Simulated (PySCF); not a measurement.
```yaml
atoms:
  - { symbol: C, position_ang: [1.9357, -0.3576, 0.2151] }
  - { symbol: C, position_ang: [0.7474, 0.5448, 0.5390] }
  - { symbol: C, position_ang: [-0.3885, 0.3336, -0.4317] }
  - { symbol: F, position_ang: [-0.0533, 0.7565, -1.6994] }
  - { symbol: C, position_ang: [-1.2886, -0.8573, -0.3650] }
  - { symbol: C, position_ang: [-1.8232, 0.5167, -0.0541] }
  - { symbol: H, position_ang: [1.6494, -1.4043, 0.2892] }
  - { symbol: H, position_ang: [2.7532, -0.1690, 0.9062] }
  - { symbol: H, position_ang: [2.2842, -0.1662, -0.7968] }
  - { symbol: H, position_ang: [1.0580, 1.5915, 0.4898] }
  - { symbol: H, position_ang: [0.3835, 0.3421, 1.5472] }
  - { symbol: H, position_ang: [-1.5882, -1.3134, -1.2954] }
  - { symbol: H, position_ang: [-1.1461, -1.5553, 0.4452] }
  - { symbol: H, position_ang: [-2.0529, 0.7696, 0.9693] }
  - { symbol: H, position_ang: [-2.4750, 0.9766, -0.7805] }
```

Geometry: GFN2-xTB, NEB image 0 of 0 to 8.

These are results of PBE0/pcSseg-1, SCF density, gas phase, non-relativistic in PySCF, not measurements.

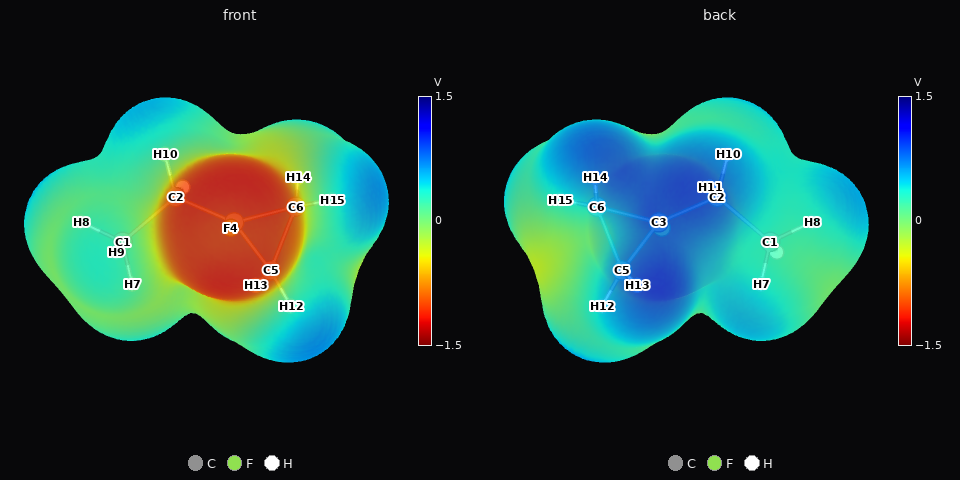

C5H9F (SMILES CCC1(F)CC1). The molecular electrostatic potential painted on the density surface at 0.002 e/bohr³, seen from the front and from behind; the colour scale runs from red (negative) to blue (positive).

Q: Where is the surface potential most negative and most positive?

A: The most negative region (about −1.1 V) lies over F4, the most positive (about +0.9 V) over H11, H13 and H14.

Q: What dipole moment does the calculation give?

A: Its dipole moment is 1.68 D.
